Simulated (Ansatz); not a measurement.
# Boron, bcc: r²SCAN0 after r²SCAN

Aim: see what exact exchange does to the levels, and what it costs. Spin polarisation is left out. The cell comes from an earlier r²SCAN relaxation. Exact exchange is dear, so the k-mesh is coarse, and r²SCAN is run on the same mesh for comparison.

Program: Ansatz 0.2.0. Level of theory: DFT, plane waves (500 eV) with PBE-made PAW files, scalar-relativistic; functionals as named at each step. These are calculated values, not measurements.

## Step 1: The system as given

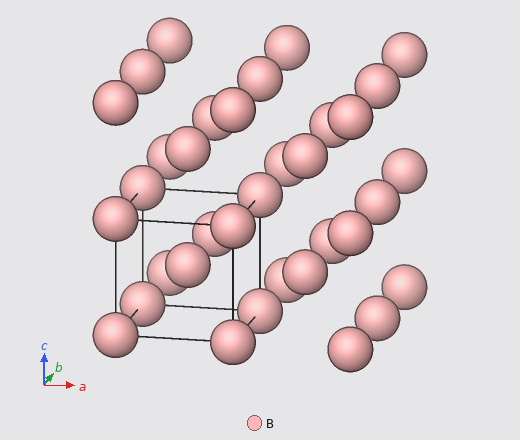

Start, viewed slightly off an axis; boron pink. 2×2×2 conventional cells are drawn; the run uses a primitive one. Any atoms on the faces are drawn again on the opposite ones.

As a file:

```
CELL_PARAMETERS angstrom
-1.14746 1.14746 1.14746
1.14746 -1.14746 1.14746
1.14746 1.14746 -1.14746
ATOMIC_POSITIONS crystal
B 0.00000 0.00000 0.00000
```

## Step 2: r²SCAN, coarse mesh

The run with r²SCAN.

Input file input.yaml:

```yaml
crystal:
  lattice:
    - [-1.1474615457, 1.1474615457, 1.1474615457]
    - [1.1474615457, -1.1474615457, 1.1474615457]
    - [1.1474615457, 1.1474615457, -1.1474615457]
  atoms:
    - { symbol: B, position: [0.0, 0.0, 0.0] }
hamiltonian:
  xc: r2scan
  pseudopotentials:
    kind: paw
    azcp:
      B: "pseudopotentials/B.paw.azcp"
basis:
  ecutwfc: 500
  fft_grid_basis: typed
kpoints:
  mp_grid: { grid: [10, 10, 10], shift: [0, 0, 0] }
magnetization:
  spin_polarized: false
scf:
  occupations: { method: fermi_dirac, width: 0.1 }
```

Launch:

```sh
> ansatz run input.yaml --threads 4 --pin off --max-ram 8192MiB --backend cpu --events-out ev --progress --plain --runs-dir out
```

What it wrote (excerpt; [...] marks lines left out):

```text
Warning: RAYON_NUM_THREADS=4 ignored (pool sized by the plan → 4); use --threads N
[...]
Pseudopotentials: kind: paw
Pseudopotential: B, paw, valence charge 3, recommended cutoff 500 eV (meta_gga), <dir>
Functional definition: r2SCAN
[...]
Crystal: 1 atoms, lattice volume = 6.043 Å³
Basis set: ecut = 500 eV, 141 PW (Γ), exchange–correlation on 60×60×60 points (64 copies of the dense FFT grid, shifted against one another)
Bands: 6, of which v1, the nominal top of the filled ones, is band 2 counted from 1 (1 counted from 0)
Symmetry: 48 space group operations
Space group: Im-3m (ITA 229), of the structure as read, at distance tolerance 1.8e-5 Å
k-points: 47 of 1000
[...]
SCF iter   1: F=—  HF=-154.697543 eV  |F-HF|=—  |Δ(HF+E_count)|=         —  Δρ=1.02e-2  dr2=3.66e-3  dr2_τ=7.37e-2  ethr=1.77e-3  ⟨swp⟩=4.9  Hψ=2251  notcnv=0
[...]
SCF iter   6: F=-154.711876 eV  HF=-154.711876 eV  |F-HF|=2.59e-9  |Δ(HF+E_count)|=   5.06e-9  Δρ=2.50e-5  dr2=2.11e-8  dr2_τ=1.32e-10  ethr=3.33e-9  ⟨swp⟩=1.2  Hψ=690  notcnv=0
[...]
SCF converged after 6 iterations
Free energy (F): -154.711876 eV
[...]
E sigma→0 (E₀):  -154.706348 eV
Entropy (-TS):   -0.011056 eV (-11.056 meV/atom)
Fermi energy:    13.811715 eV
[...]
```

It took 0.25 s on 4 threads of Arm Neoverse V1, shared host; peak memory 0.23 GiB.

## Step 3: r²SCAN0 on the coarse mesh

The run with r²SCAN0.

Edit input.yaml of step 2 so:

```diff
@@ -8,3 +8,3 @@
 hamiltonian:
-  xc: r2scan
+  xc: r2scan0
   pseudopotentials:
@@ -22 +22,6 @@
   occupations: { method: fermi_dirac, width: 0.1 }
+output:
+  write_density: true
+  write_potential: true
+  elf: true
+  volumetric_format: npy
```

Launch:

```sh
> ansatz run input.yaml --threads 4 --pin off --max-ram 8192MiB --backend cpu --events-out ev --progress --plain --runs-dir out
```

What it wrote:

```text
Warning: RAYON_NUM_THREADS=4 ignored (pool sized by the plan → 4); use --threads N
Engine: ansatz 0.2.0, aarch64-unknown-linux-gnu
[... 2 set-up lines as earlier in the session ...]
Functional definition: r2SCAN0
  parameter a = 0.25
  parameter k0 = 0.174
  parameter k1 = 0.065
  parameter a1 = 4.9479
  exchange = (1 - a)*r2scan_x(k0 = k0, k1 = k1, a1 = a1) + a*exact_x
  correlation = r2scan_c
Crystal: 1 atoms, lattice volume = 6.043 Å³
Basis set: ecut = 500 eV, 141 PW (Γ), exchange–correlation on 60×60×60 points (64 copies of the dense FFT grid, shifted against one another)
Bands: 6, of which v1, the nominal top of the filled ones, is band 2 counted from 1 (1 counted from 0)
[... 2 set-up lines as earlier in the session ...]
k-points: 47 of 1000
Non-local potential: B, projectors of the file, l = 0: 2, l = 1: 2, l = 2: 1
PAW form: soft (Blöchl's): semilocal exchange-correlation on the pseudo side does not see the compensation charge
PAW frozen core: B, regenerated for the run's functional, and the local potential with it (the file was generated under x = pbe(κ = 0.804, μ = 0.2195149727645171), c = pbe(β = 0.06672455060314922))
PAW one-centre angular grid: B, 302 points (default); XC on 160 Gauss nodes
Initial density: superposition of atomic densities (neutral atoms: chi_scale 0, normalization atom), corrected by the library's trained network
Initial wavefunctions: pseudopotential atomic-orbital guess
Functional: x = r2scan, c = r2scan; τ floored in thin density (d = 2e-4 eV/Å³), warm-up for x = 0.75 r2scan + 0.25 exact, c = r2scan; τ floored in thin density (d = 2e-4 eV/Å³)
SCF iter   1: F=—  HF=-154.698164 eV  |F-HF|=—  |Δ(HF+E_count)|=         —  Δρ=1.03e-2  dr2=3.74e-3  dr2_τ=7.37e-2  ethr=1.77e-3  ⟨swp⟩=5.1  Hψ=1205  notcnv=0
preconditioner: auto → none  [insulator: Δε(μ)=0.319 eV  Ē_g=25.246 eV  σ=0.100 eV  W_gap=0.65  n_scr=0 (ndim 8)  ℏωp=26.2 eV  f_vac=0.000  D(μ)=0.33/eV (n_scr^D=0)]
SCF iter   2: F=—  HF=-154.712646 eV  |F-HF|=—  |Δ(HF+E_count)|=   1.45e-2  Δρ=7.44e-3  dr2=1.96e-3  dr2_τ=1.45e-5  ethr=1.25e-4  ⟨swp⟩=3.0  Hψ=625  notcnv=0
SCF iter   3: F=—  HF=-154.712595 eV  |F-HF|=—  |Δ(HF+E_count)|=   5.15e-5  Δρ=3.19e-3  dr2=3.63e-4  dr2_τ=1.10e-5  ethr=6.55e-5  ⟨swp⟩=2.0  Hψ=415  notcnv=0
SCF iter   4: F=—  HF=-154.712576 eV  |F-HF|=—  |Δ(HF+E_count)|=   1.86e-5  Δρ=1.21e-3  dr2=5.23e-5  dr2_τ=1.77e-7  ethr=1.21e-5  ⟨swp⟩=2.0  Hψ=357  notcnv=0
iter 5 solved again at ethr=7.34e-8 eV; its pass at ethr=1.74e-6 eV (dr2=2.20e-6 eV) is discarded
SCF iter   5: F=—  HF=-154.712574 eV  |F-HF|=—  |Δ(HF+E_count)|=   2.43e-6  Δρ=2.50e-4  dr2=2.22e-6  dr2_τ=9.03e-9  ethr=7.34e-8  ⟨swp⟩=2.0  Hψ=714  notcnv=0
SCF iter   6: F=—  HF=-154.712574 eV  |F-HF|=—  |Δ(HF+E_count)|=   4.94e-8  Δρ=2.48e-5  dr2=2.14e-8  dr2_τ=1.14e-10  ethr=7.34e-8  ⟨swp⟩=2.0  Hψ=357  notcnv=0
SCF iter   7: F=-154.712574 eV  HF=-154.712574 eV  |F-HF|=1.56e-11  |Δ(HF+E_count)|=  9.32e-10  Δρ=2.01e-6  dr2=1.26e-10  dr2_τ=7.06e-12  ethr=7.13e-10  ⟨swp⟩=2.0  Hψ=357  notcnv=0
SCF 1 converged in 7 iterations: F = -154.712574 eV  dr2 = 1.26e-10
Initial density: handed on by an earlier stage of this run
Initial wavefunctions: those handed on with the density
Functional: x = 0.75 r2scan + 0.25 exact, c = r2scan; τ floored in thin density (d = 2e-4 eV/Å³)
Frozen-core exchange: fock
iter 1 solved again at ethr=1.85e-5 eV; its pass at ethr=1.00e-1 eV (dr2=5.55e-4 eV) is discarded
SCF iter   1: F=—  HF=-154.574328 eV  |F-HF|=—  |Δ(HF+E_count)|=         —  Δρ=3.94e-3  dr2=8.55e-4  dr2_τ=6.08e-5  ethr=1.85e-5  ⟨swp⟩=3.1  Hψ=1252  notcnv=0
preconditioner: auto → none  [insulator: Δε(μ)=0.604 eV  Ē_g=27.590 eV  σ=0.100 eV  W_gap=0.62  n_scr=0 (ndim 8)  ℏωp=26.2 eV  f_vac=0.000  D(μ)=0.21/eV (n_scr^D=0)]
SCF iter   2: F=—  HF=-154.575144 eV  |F-HF|=—  |Δ(HF+E_count)|=   8.17e-4  Δρ=2.29e-3  dr2=3.73e-4  dr2_τ=8.82e-7  ethr=1.85e-5  ⟨swp⟩=2.0  Hψ=351  notcnv=0
SCF iter   3: F=—  HF=-154.575736 eV  |F-HF|=—  |Δ(HF+E_count)|=   5.91e-4  Δρ=4.53e-4  dr2=2.71e-5  dr2_τ=3.92e-7  ethr=6.24e-6  ⟨swp⟩=2.0  Hψ=351  notcnv=0
SCF iter   4: F=—  HF=-154.575769 eV  |F-HF|=—  |Δ(HF+E_count)|=   3.34e-5  Δρ=2.78e-5  dr2=5.45e-6  dr2_τ=2.18e-8  ethr=2.47e-7  ⟨swp⟩=2.0  Hψ=353  notcnv=0
SCF iter   5: F=-154.575783 eV  HF=-154.575783 eV  |F-HF|=3.68e-11  |Δ(HF+E_count)|=   1.43e-5  Δρ=6.80e-6  dr2=1.38e-7  dr2_τ=2.33e-10  ethr=7.68e-10  ⟨swp⟩=3.1  Hψ=691  notcnv=0  defer=2
SCF 2 stopped early in 5 iterations: F = -154.575783 eV  dr2 = 1.38e-7
hybrid outer 1: dexx = +3.791e-3 eV, tail = 4.32e-7 eV
Frozen-core exchange: fock
SCF iter   1: F=—  HF=-154.575789 eV  |F-HF|=—  |Δ(HF+E_count)|=         —  Δρ=6.40e-6  dr2=1.88e-8  dr2_τ=2.41e-10  ethr=7.20e-8  ⟨swp⟩=2.5  Hψ=598  notcnv=0
preconditioner: auto → none  [insulator: Δε(μ)=0.485 eV  Ē_g=27.609 eV  σ=0.100 eV  W_gap=0.83  n_scr=0 (ndim 8)  ℏωp=26.2 eV  f_vac=0.000  D(μ)=0.08/eV (n_scr^D=0)]
SCF iter   2: F=-154.575789 eV  HF=-154.575789 eV  |F-HF|=9.80e-11  |Δ(HF+E_count)|=   6.59e-8  Δρ=4.17e-6  dr2=3.26e-9  dr2_τ=6.36e-11  ethr=1.60e-11  ⟨swp⟩=3.6  Hψ=466  notcnv=0
SCF 3 converged in 2 iterations: F = -154.575789 eV  dr2 = 3.26e-9
hybrid outer 2: dexx = +9.028e-8 eV, tail = 6.70e-9 eV, Δε = 4.58e-3 eV (about 7.99e-4 eV left of the loop's levels)
hybrid SCF converged: 2 outer / 7 inner (+7 warm-up), last move |dexx| = 9.03e-8 eV, tail = 6.70e-9 eV
Stability not checked: this state was not tested for a lower state beside it, because the functional holds exact exchange (a hybrid, or Hartree-Fock), whose exchange loop this test does not read (fock_operator; see scf.lower_state_search)
Free energy (F): -154.575789 eV
Frozen-core exchange: fock
Harris-Foulkes:  -154.575789 eV  (|F-HF|=9.80e-11)
Internal energy: -154.572473 eV  (E = F + TS)
E sigma→0 (E₀):  -154.574131 eV
Entropy (-TS):   -0.003317 eV (-3.317 meV/atom)
Fermi energy:    13.774777 eV
--- Per-component energies (eV) ---
  E_band       = 13.859237
  E_kinetic    = 47.292762
  E_local      = 0.589138  (includes V_loc(G=0)·N_el)
  E_nonlocal   = 11.099064
  E_hartree    = 0.138573
  E_xc         = -24.610713
  E_vxc        = -31.855607  (∫ρ·V_xc dr)
  E_exx        = -6.216193  (= α·E_x^exact, valence–valence)
  E_paw        = -80.083265  (= ΣΔE_a)
  E_vpaw       = -2.389982  (= ΣTr[D̂ρ^β])
  E_aug_tail   = -0.000001  (compensation charges beyond the density's cutoff)
  E_vtau       = 1.279105  (kinetic-family band-sum trace: ∫τ·v_τ [+ j·A + Jᵃ·Aᵃ] dr)
  E_ewald      = -102.755741
  E_core_change = -0.026098  (= ΣΔE_core)
  E_smearing   = -0.003317  (= −TS)
  E_closure    = -0.000000  (closes the sum)
  Σ components = -154.575789   (vs F -154.575789, Δ=2.84e-14)
--- Band table (eV; the first three rows and the last of 47) ---
  k-point 0: bands = ["-8.2367", "32.9252", "32.9252", "32.9252"]
  k-point 1: bands = ["-7.7135", "31.1579", "31.7340", "32.5918"]
  k-point 2: bands = ["-6.1487", "26.0923", "29.3525", "31.6964"]
  k-point 46: bands = ["15.2704", "15.2704", "15.2704", "25.2725"]
  guard bands above this table: 2 of the run's 6 bands. The solve was not asked for them (output.publish_guard_bands: true or output.eigenvalues: true publishes all)
```

It took 1.9 s on 4 threads of Arm Neoverse V1, shared host; peak memory 0.58 GiB.

The maps below are laid out on this run's own conventional cell (a, b, c = 2.295, 2.295, 2.295 Å).

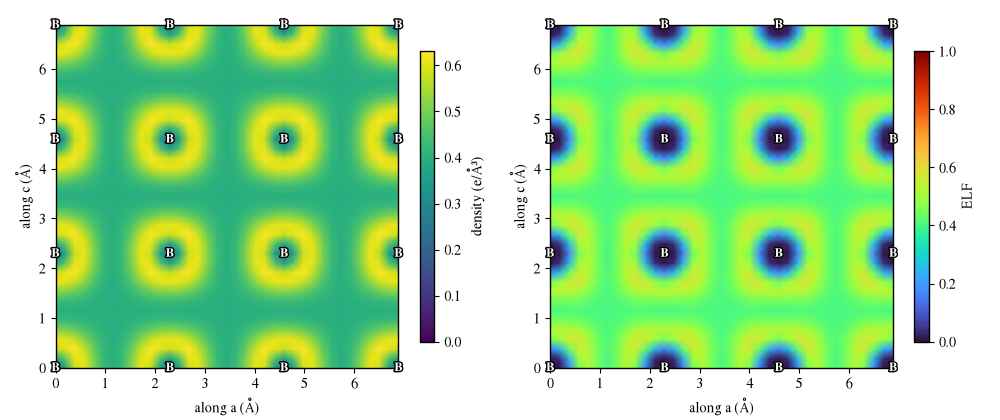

Density (left) and ELF (right) in a lattice plane of the grid's cell (edges 2.29 and 2.29 Å, at 0.000 of the third edge), which holds B. Only atoms in the plane are labelled. Both are smooth fields of the valence electrons: close to the nuclei they are not physical.

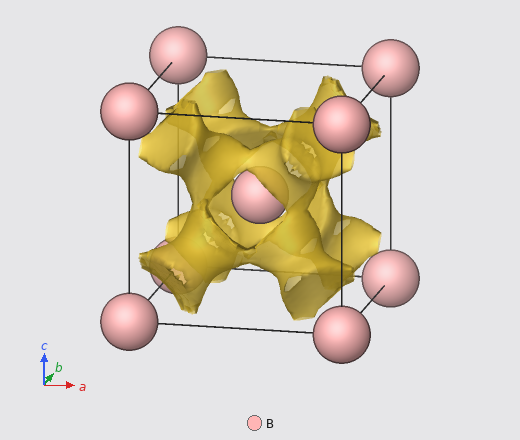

Surface of ELF = 0.57, drawn in one cell.

Outside the cores ELF peaks at 0.63 on the B–B line, 1.0 Å from B.

## Step 4: The functionals compared

```
functional               gap on the mesh  Fermi energy (eV)  SCF cycles  exchange loops  CPU time
    r²SCAN  none (levels filled in part)             13.812           6               -    0.53 s
   r²SCAN0  none (levels filled in part)             13.775          14               2       5 s
```

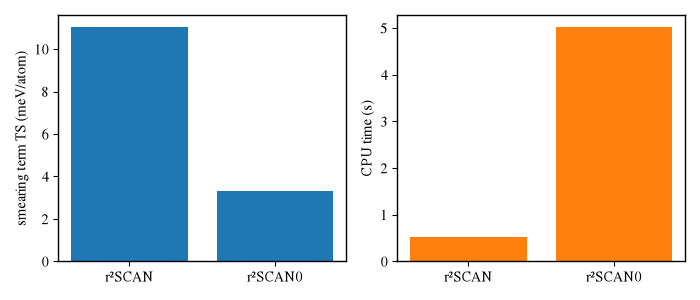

Smearing term and CPU time by functional.

## Step 5: What came out

```
                                     quantity                         value
                                  r²SCAN: gap  none (levels filled in part)
                                 r²SCAN0: gap  none (levels filled in part)
          r²SCAN0: SCF cycles, exchange loops                         14, 2
        r²SCAN0: CPU time over that of r²SCAN                           9.5
r²SCAN0: relative to alpha-rhombohedral (B12)                +1945 meV/atom
```

Neither r²SCAN nor r²SCAN0 shows a clean gap on this mesh. r²SCAN0 cost 9.5 times the CPU time of r²SCAN. r²SCAN0 needed 2 outer loops of the exchange operator. To compare with dense-mesh energies, the change of r²SCAN from this mesh and smearing to its dense run (-11.9 meV/atom, from a run not shown) is added. Under r²SCAN0 it lies 1945 meV/atom above alpha-rhombohedral (B12) (computed apart in the same way); on such meshes a few tens of meV are uncertain for metals. The total energies in the logs cannot be compared from one functional to another.
